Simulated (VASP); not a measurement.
Shape and ions are relaxed at each volume.

Energy against volume of CdSe (wurtzite). Method: PBE GGA with D4 dispersion, VASP's PBE PAW potentials (set 64) (plane waves; VASP).

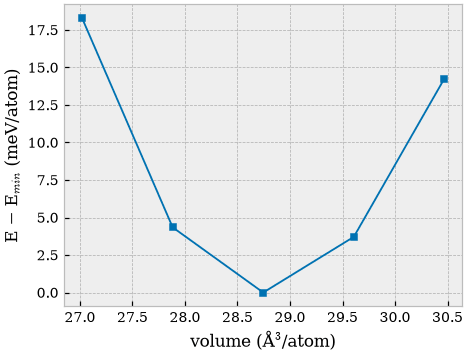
*Energy against volume*

Q: Estimate the equilibrium volume and the bulk modulus.

A: The minimum lies near 28.8 Å³/atom, and the curvature gives B0 of about 50 GPa.

Measured: bulk modulus 53.4 GPa (computed value off by -6.7 %), as given by Michael Grünwald et al., The Journal of Chemical Physics (2012), arXiv:1201.2992. The calculation is for a static lattice, while the measured bulk modulus holds thermal and zero-point effects, which are part of the difference.

The compound is CdSe in the wurtzite structure. It was relaxed first.
